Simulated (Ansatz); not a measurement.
How methods differ on InCl (SMILES [Cl][In])

The species is InCl (2 atoms), meant as a singlet with charge 0. SMILES: `[Cl][In]`. The shape comes from GFN2-xTB, which is rough for such elements, and wasn't checked as a minimum.

```xyz
2

Cl    0.0000    0.0000    0.0000
In    0.0000    0.0000    2.3857
```

Quantity: the energy change with the Cl1–In2 bond stretched from 2.386 to 6.034 Å, in eV. The values are calculated.

| level | kind | program | value (eV) | less FCI/STO-3G | CPU time (all runs) |
| --- | --- | --- | --- | --- | --- |
| HF/STO-3G (restricted) | Hartree–Fock | Ansatz | 6.05 | +0.26 | 0.8 s |
| B3LYP/STO-3G (restricted) | global hybrid | Ansatz | 5.39 | -0.40 | 6.5 s |
| HSE06/STO-3G (restricted) | range-separated hybrid | Ansatz | 5.48 | -0.31 | 7.7 s |
| wB97M-V/STO-3G (restricted) | range-separated hybrid | Ansatz | 6.23 | +0.44 | 26 s |
| wB97X/STO-3G (restricted) | range-separated hybrid | Ansatz | 6.23 | +0.44 | 11 s |
| B2PLYP/STO-3G (restricted) | double hybrid | Ansatz | 5.10 | -0.69 | 6.6 s |
| BCCD(T)/STO-3G (restricted) | coupled cluster or CI | Ansatz | 5.78 | -0.01 | 1.6 s |
| FCI/STO-3G | exact in the basis | Ansatz | 5.79 | 0.00 | 1.8 s |

FCI/STO-3G is exact within its basis and frozen core, so for wave-function methods in that basis the difference is their error; functionals converge differently with the basis, so for them it is only a difference. All-electron rows without a relativistic Hamiltonian named are non-relativistic. The first shape isn't each level's own minimum. The values span 5.10 to 6.23 eV. All rows use very small basis sets, so none should be taken for the real molecule's value. In the correlated wave-function rows the outer d shell of In is correlated, in sets not made for it. Times are those of the runs behind each value, whatever else they computed, on shared processors of several kinds: orders of magnitude only.

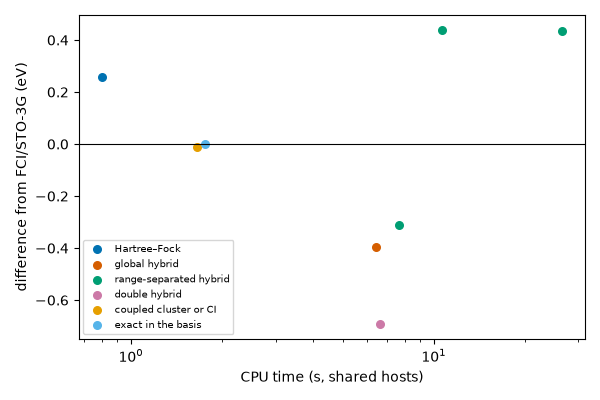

Difference from FCI/STO-3G against processor time, one point a level.
